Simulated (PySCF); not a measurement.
# BH6NSSi: electronic excitations at several levels of theory, part 2 of 2

PySCF 2.14.0. Atoms count from 0. The steps go on from the part before.

## Step 9: Ultraviolet spectrum: LC-wPBE/def2-SVPD

What the job is given:

```
{"job": {"kind": "uv", "xc": "LC-wPBE", "basis": "def2-SVPD", "ip": true}, "charge": 0, "multiplicity": 1}
N      2.347167     0.063455    -0.106520
B      0.962206     0.180342    -0.170257
S     -0.084245    -0.908908     0.861080
Si    -2.010125    -0.208898     0.220905
H      2.827868    -0.604714     0.482711
H      2.961668     0.644535    -0.660021
H      0.464948     1.000158    -0.907471
H     -3.019959    -0.986297     0.996044
H     -2.181454     1.246979     0.503047
H     -2.220310    -0.445164    -1.238313
```

Method: TDDFT LC-wPBE/def2-SVPD, vertical, gas phase, core orbitals frozen in the response.

Output:

```text
coarse grid: 9120 points
cycle   1  E = -770.3146185141  dE =  1.593e-01  |g| = 3.533e-01  |ddm| = 3.886e+00
cycle   2  E = -770.3441224457  dE = -2.950e-02  |g| = 2.329e-01  |ddm| = 9.185e-01
cycle   3  E = -770.3567049326  dE = -1.258e-02  |g| = 4.726e-02  |ddm| = 3.769e-01
cycle   4  E = -770.3573720217  dE = -6.671e-04  |g| = 1.894e-02  |ddm| = 1.079e-01
cycle   5  E = -770.3574757834  dE = -1.038e-04  |g| = 3.067e-03  |ddm| = 4.328e-02
cycle   6  E = -770.3574808493  dE = -5.066e-06  |g| = 7.958e-04  |ddm| = 1.262e-02
final grid: 78104 points
cycle   7  E = -770.4607652307  dE = -2.087e-05  |g| = 4.534e-03  |ddm| = 4.285e-02
cycle   8  E = -770.4607667289  dE = -1.498e-06  |g| = 3.959e-03  |ddm| = 8.995e-03
cycle   9  E = -770.4607701122  dE = -3.383e-06  |g| = 3.148e-04  |ddm| = 3.912e-03
cycle  10  E = -770.4607701458  dE = -3.359e-08  |g| = 1.348e-04  |ddm| = 7.272e-04
cycle  11  E = -770.4607701538  dE = -7.950e-09  |g| = 3.077e-05  |ddm| = 3.261e-04
cycle  12  E = -770.4607701544  dE = -6.876e-10  |g| = 7.833e-06  |ddm| = 9.872e-05
converged SCF energy = -770.4607701544

Static polarisability (au): isotropic 71.497, principal 56.540 66.813 91.140

Singlet excitations
state   eV       nm        f      main configurations
  1   6.5920    188.1   0.00985   H->L 0.40, H->L+1 0.33, H->L+7 0.09
  2   6.6378    186.8   0.16867   H->L+2 0.93
  3   7.3444    168.8   0.00118   H-1->L+2 0.26, H->L 0.23, H->L+1 0.16
  4   7.3648    168.3   0.00057   H-1->L+2 0.62
  5   7.7118    160.8   0.02951   H->L+3 0.45, H->L+4 0.20, H-2->L 0.12
  6   8.1444    152.2   0.03535   H->L+4 0.23, H->L+6 0.19, H->L+3 0.12
  7   8.1597    151.9   0.12449   H-1->L 0.27, H-1->L+1 0.22
  8   8.3939    147.7   0.02172   H->L+6 0.39, H->L+4 0.24
  9   8.5226    145.5   0.04150   H->L+8 0.42, H-2->L+2 0.18, H-1->L 0.11
 10   8.5666    144.7   0.00193   H->L+7 0.38, H->L+1 0.17

Triplet excitations (Tamm-Dancoff, eV): 5.6888 6.1943 6.8050 7.0089
Vertical ionisation energy (delta-SCF) = 9.4642 eV
```

It took 32 s on 1 thread of Arm Neoverse V1, shared host; peak memory 0.63 GiB.

Key values: HOMO -9.85 eV, LUMO 1.67 eV; lowest singlet 6.59 eV.

## Step 10: Ultraviolet spectrum: PBE0/6-31G*

The job, as its differences from that of step 9:

```diff
@@ -1,2 +1,2 @@
-{"job": {"kind": "uv", "xc": "LC-wPBE", "basis": "def2-SVPD", "ip": true}, "charge": 0, "multiplicity": 1}
+{"job": {"kind": "uv", "xc": "PBE0", "basis": "6-31G*"}, "charge": 0, "multiplicity": 1}
 N      2.347167     0.063455    -0.106520
```

With the program's defaults for keys left out, this is: TDDFT PBE0/6-31G*, vertical, gas phase, core orbitals frozen in the response.

Output:

```text
coarse grid: 9120 points
cycle   1  E = -770.5883432475  dE =  1.454e-01  |g| = 3.535e-01  |ddm| = 2.783e+00
cycle   2  E = -770.5805558544  dE =  7.787e-03  |g| = 4.062e-01  |ddm| = 7.437e-01
cycle   3  E = -770.6210538501  dE = -4.050e-02  |g| = 5.373e-02  |ddm| = 4.192e-01
cycle   4  E = -770.6217345231  dE = -6.807e-04  |g| = 1.787e-02  |ddm| = 6.620e-02
cycle   5  E = -770.6218270793  dE = -9.256e-05  |g| = 4.020e-03  |ddm| = 2.684e-02
cycle   6  E = -770.6218324680  dE = -5.389e-06  |g| = 7.450e-04  |ddm| = 6.960e-03
final grid: 78104 points
cycle   7  E = -770.5716053224  dE = -8.054e-06  |g| = 6.460e-03  |ddm| = 1.677e-02
cycle   8  E = -770.5715957192  dE =  9.603e-06  |g| = 9.006e-03  |ddm| = 1.521e-02
cycle   9  E = -770.5716166235  dE = -2.090e-05  |g| = 5.620e-04  |ddm| = 8.723e-03
cycle  10  E = -770.5716167024  dE = -7.890e-08  |g| = 1.525e-04  |ddm| = 6.580e-04
cycle  11  E = -770.5716167088  dE = -6.414e-09  |g| = 2.747e-05  |ddm| = 2.143e-04
cycle  12  E = -770.5716167091  dE = -2.603e-10  |g| = 6.270e-06  |ddm| = 5.432e-05
converged SCF energy = -770.5716167091

Static polarisability (au): isotropic 58.476, principal 38.869 56.190 80.368

Singlet excitations
state   eV       nm        f      main configurations
  1   6.0903    203.6   0.00921   H->L 0.98
  2   6.6246    187.2   0.17533   H->L+1 0.95
  3   7.3400    168.9   0.00084   H-1->L+1 0.97
  4   7.4896    165.5   0.00144   H->L+2 0.91
  5   7.5665    163.9   0.08602   H-1->L 0.91
  6   7.7815    159.3   0.00214   H->L+3 0.87
  7   8.2476    150.3   0.00878   H-2->L 0.54, H->L+4 0.29
  8   8.2536    150.2   0.00954   H->L+4 0.43, H-2->L 0.39, H-3->L 0.11
  9   8.6169    143.9   0.01608   H-3->L 0.53, H-1->L+2 0.18, H-2->L+1 0.11
 10   8.7052    142.4   0.00772   H-3->L+1 0.69, H-4->L+1 0.17

Triplet excitations (Tamm-Dancoff, eV): 5.5631 5.7362 6.7170 6.8505
```

It took 5.5 s on 1 thread of Arm Neoverse V1, shared host; peak memory 0.42 GiB.

This run: HOMO -7.02 eV, LUMO 0.46 eV; lowest singlet 6.09 eV.

## Step 11: Ultraviolet spectrum: PBE0/def2-SVP

The job, as its differences from that of step 10:

```diff
@@ -1,2 +1,2 @@
-{"job": {"kind": "uv", "xc": "PBE0", "basis": "6-31G*"}, "charge": 0, "multiplicity": 1}
+{"job": {"kind": "uv", "xc": "PBE0", "basis": "def2-SVP"}, "charge": 0, "multiplicity": 1}
 N      2.347167     0.063455    -0.106520
```

Method: TDDFT PBE0/def2-SVP, vertical, gas phase, core orbitals frozen in the response.

Output:

```text
coarse grid: 9120 points
cycle   1  E = -770.2354860940  dE =  1.113e-01  |g| = 3.390e-01  |ddm| = 3.005e+00
cycle   2  E = -770.2276111956  dE =  7.875e-03  |g| = 3.937e-01  |ddm| = 7.302e-01
cycle   3  E = -770.2644496496  dE = -3.684e-02  |g| = 5.544e-02  |ddm| = 3.966e-01
cycle   4  E = -770.2651894646  dE = -7.398e-04  |g| = 1.781e-02  |ddm| = 6.885e-02
cycle   5  E = -770.2652761197  dE = -8.666e-05  |g| = 4.025e-03  |ddm| = 2.702e-02
cycle   6  E = -770.2652815272  dE = -5.408e-06  |g| = 8.087e-04  |ddm| = 6.605e-03
final grid: 78104 points
cycle   7  E = -770.3429664830  dE = -1.126e-05  |g| = 6.115e-03  |ddm| = 2.026e-02
cycle   8  E = -770.3429578037  dE =  8.679e-06  |g| = 8.524e-03  |ddm| = 1.381e-02
cycle   9  E = -770.3429760307  dE = -1.823e-05  |g| = 5.622e-04  |ddm| = 7.931e-03
cycle  10  E = -770.3429761039  dE = -7.327e-08  |g| = 1.477e-04  |ddm| = 6.711e-04
cycle  11  E = -770.3429761103  dE = -6.407e-09  |g| = 2.848e-05  |ddm| = 2.080e-04
cycle  12  E = -770.3429761106  dE = -2.933e-10  |g| = 7.081e-06  |ddm| = 4.535e-05
converged SCF energy = -770.3429761106

Static polarisability (au): isotropic 60.630, principal 43.251 55.811 82.829

Singlet excitations
state   eV       nm        f      main configurations
  1   6.3409    195.5   0.00415   H->L+1 0.98
  2   6.4927    191.0   0.17643   H->L 0.95
  3   7.1938    172.3   0.00311   H-1->L 0.98
  4   7.2737    170.5   0.00579   H->L+2 0.96
  5   7.6642    161.8   0.00012   H->L+3 0.93
  6   7.7848    159.3   0.07170   H-1->L+1 0.85, H->L+4 0.12
  7   8.2583    150.1   0.02879   H->L+4 0.69, H-1->L+1 0.09, H-1->L+2 0.08
  8   8.3564    148.4   0.01082   H->L+5 0.73, H-2->L+1 0.15
  9   8.5310    145.3   0.00144   H-3->L 0.77, H-4->L 0.14
 10   8.5731    144.6   0.00628   H-1->L+2 0.50, H-2->L 0.26, H-3->L+1 0.18

Triplet excitations (Tamm-Dancoff, eV): 5.4683 5.9428 6.7132 6.7799
```

It took 6.8 s on 1 thread of Arm Neoverse V1, shared host; peak memory 0.46 GiB.

This run: HOMO -7.07 eV, LUMO 0.41 eV; lowest singlet 6.34 eV.

## Step 12: Run by run: electronic excitations

Excitations and ground-state properties, with basis size and wall time:

```
                run  lowest singlet (eV)  brightest (eV)      f  gap (eV)  α (Å³)  μ (D)  functions   time
      LDA/def2-SVPD                 5.33            5.53  0.121      4.99   11.66   1.95        139   42 s
      PBE/def2-SVPD                 5.39            5.64  0.125      5.13   11.44   1.98        139   58 s
    B3LYP/def2-SVPD                 5.77            6.02  0.137      6.76   11.07   1.91        139   21 s
     PBE0/def2-SVPD                 5.96            6.14  0.143      7.20   10.97   1.94        139   21 s
BHandHLYP/def2-SVPD                 6.31            6.56  0.149      8.86   10.61   1.88        139   22 s
CAM-B3LYP/def2-SVPD                 6.12            6.30  0.149      9.22   10.88   1.90        139   26 s
  wB97X-D/def2-SVPD                 6.26            6.36  0.152     10.61   10.85   1.93        139   25 s
  LC-wPBE/def2-SVPD                 6.59            6.64  0.169     11.53   10.59   1.94        139   32 s
        PBE0/6-31G*                 6.09            6.62  0.175      7.48    8.67   2.16         76  5.5 s
      PBE0/def2-SVP                 6.34            6.49  0.176      7.47    8.98   2.18         94  6.8 s
```

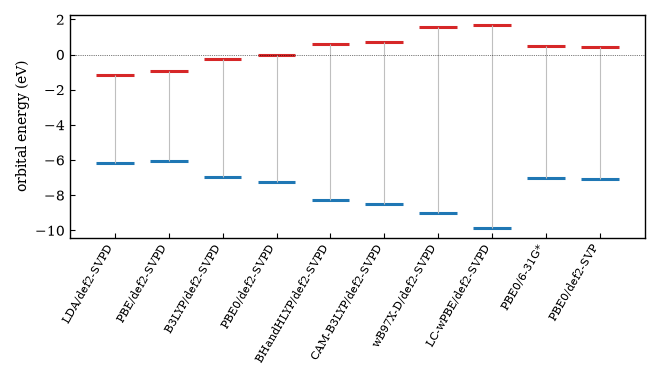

HOMO (blue) and LUMO (red) run by run.

## Step 13: Summary of results

What follows sums up all 2 parts.

```
                                quantity                        value
          lowest singlet (LDA/def2-SVPD)  5.33 eV (233 nm), f = 0.006
brightest single state of those computed  state 2, 5.53 eV, f = 0.121
                          lowest triplet                      4.80 eV
       vertical ionisation energy (ΔSCF)                      9.13 eV
             range of the lowest singlet              5.33 to 6.59 eV
```

**Reading.** Single values in the summary come from the first run of each kind that ended normally (LDA/def2-SVPD), which need not be the best level. The lowest singlet, at 5.33 eV, is HOMO→LUMO+1 0.99 and is weak; of the 10 states computed, the strongest absorption comes from state 2 at 5.53 eV. The lowest triplet lies 0.53 eV below the lowest singlet (triplets in Tamm-Dancoff, singlets in full TDDFT). The orbital energy would give 6.16 eV for ionisation, ΔSCF gives 9.13 eV. The lowest singlet runs from 5.33 eV (LDA/def2-SVPD) to 6.59 eV (LC-wPBE/def2-SVPD), while the orbital gap spans 4.99 to 11.53 eV. The lowest state need not be the same one in every run.
